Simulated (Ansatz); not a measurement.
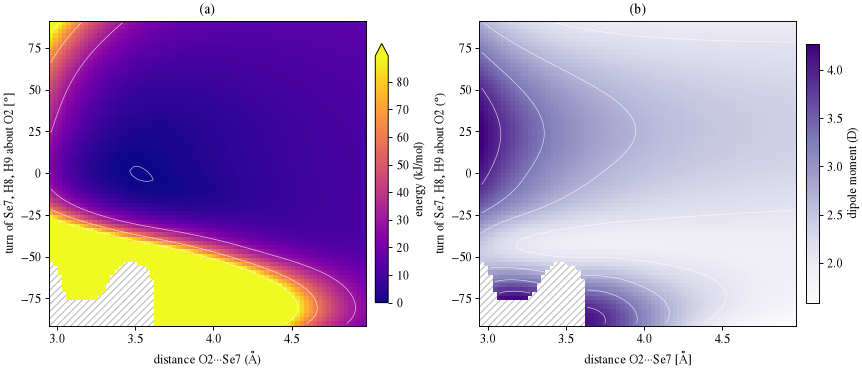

The pair CH₄O···H₂Se. The turn is about an axis along (0.78, 0.55, −0.29) in the frame of the relaxed pair, normal to the line between the partners. Coordinates scanned: (1) distance O2···Se7; (2) turn of Se7, H8, H9 about O2. The grid has 9 × 9 points. At 6 points there is no value (left out of the scan, as a rule where atoms come close). Points are written as (first, second). Energies: kJ/mol, counted from the lowest grid point. The calculation used RKS PBE0-D4/def2-SVPD in Ansatz.

Panel (a) is the energy and panel (b) the computed dipole moment on the same grid.

The picture shows a smooth colour map with a few white contour lines, one colour for all values above the top of the scale, hatched blanks where no value was computed. Between grid points the surface is interpolated.

Question: How does the dipole moment vary over the map, and what is it at the lowest grid point?

Answer: Leaving out the highest fifth of the energies, it runs from 1.59 D at (4.961 Å, −90.0°) to 4.27 D at (2.961 Å, 22.5°). At the lowest grid point, (3.468 Å, 0.0°), it is 2.96 D.
